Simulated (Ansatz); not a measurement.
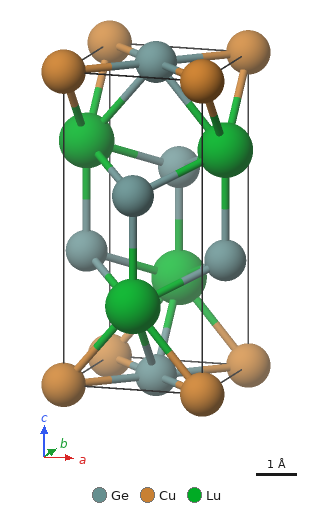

A crystal of Lu₂CuGe₃ (a generated structure, set up in P-4m2), before the relaxation. Style: ball-and-stick. Shown: the cell of the calculation, slightly off an axis.

The start is a swapped structure.

Level of theory: DFT, PAW plane waves, PBE in Ansatz 0.2.0.

Input file:
```yaml
crystal:
  lattice:
    - [3.712931, 0.0, 0.0]
    - [0.0, 3.712931, 0.0]
    - [0.0, 0.0, 8.137374]
  atoms:
    - { symbol: Ge, position: [0.5, 0.5, 0.0] }
    - { symbol: Cu, position: [0.0, 0.0, 0.0] }
    - { symbol: Lu, position: [0.0, 0.5, 0.734] }
    - { symbol: Lu, position: [0.5, 0.0, 0.266] }
    - { symbol: Ge, position: [0.0, 0.5, 0.382] }
    - { symbol: Ge, position: [0.5, 0.0, 0.618] }
  symmetry: { tolerance: 0.0003 }
kpoints:
  mp_grid: { grid: [9, 9, 4], shift: [0, 0, 0] }
magnetization:
  spin_polarized: false
scf:
  occupations: { method: fermi_dirac }
  lower_state_search: "off"
hamiltonian:
  pseudopotentials: { kind: paw }
  xc: pbe
basis:
  ecutwfc: 420
  fft_grid_basis: typed
relax:
  max_steps: 60
  f_tol: 0.03
output:
  forces: true
  stress: true
  eigenvalues: true
  bader: true
  populations: true
  elf: true
  write_potential: true
  volumetric_format: npy
  dos:
    e_range: [-12, 8]
    de: 0.05
    projected: { site_lists: { Cu: [Cu], Ge: [Ge], Lu: [Lu] } }
  write_density: true
checkpoint:
  read: saved_state
```

Command:
```bash
ansatz run input.yaml --threads 2 --pin off --max-ram 3584MiB --backend cpu --events-out ev --progress --plain --runs-dir out
```

> What does the optimiser find from here?

The largest moves, 0.29 Å, are those of Ge5 and Ge6. Ge6 goes along −c. Largest moves by element: Ge 0.29 Å, Lu 0.14 Å. Cu stays in place. The lattice vectors keep their values. Near-neighbour distances that change, for instance: Lu3–Ge6 2.790 → 2.961 Å, Lu3–Ge5 2.864 → 2.711 Å, Ge1–Lu3 2.852 → 2.750 Å, Cu2–Lu3 2.852 → 2.750 Å. Bond angles that change, for instance: Lu3–Ge6–Lu3 140.4° → 124.9°, Lu3–Ge6–Lu4 109.8° → 117.5°, Lu3–Ge6–Lu3 83.4° → 77.7°. The space group stays P-4m2 (No. 115). After 6 accepted moves (8 points after the start) the energy has fallen by 0.165 eV per cell of the calculation. The largest force component goes from 0.22 to 0.0048 eV/Å. The line search rejected the trial step at point 5 of the run. 1 step only repeated the SCF at the same geometry. Cost: 5.2 min on 2 threads of Arm Neoverse V2, on a shared host, peak memory 0.59 GiB.

Final geometry:

```
CELL_PARAMETERS angstrom
3.71293 0.00000 0.00000
0.00000 3.71293 0.00000
0.00000 0.00000 8.13737
ATOMIC_POSITIONS crystal
Ge 0.50000 0.50000 0.00000
Cu 0.00000 0.00000 0.00000
Lu 0.00000 0.50000 0.75066
Lu 0.50000 0.00000 0.24934
Ge 0.00000 0.50000 0.41747
Ge 0.50000 0.00000 0.58253
```

The end point in the same view:

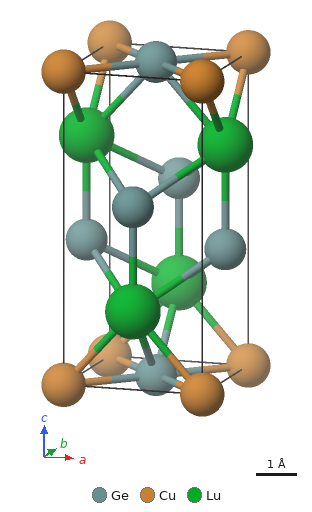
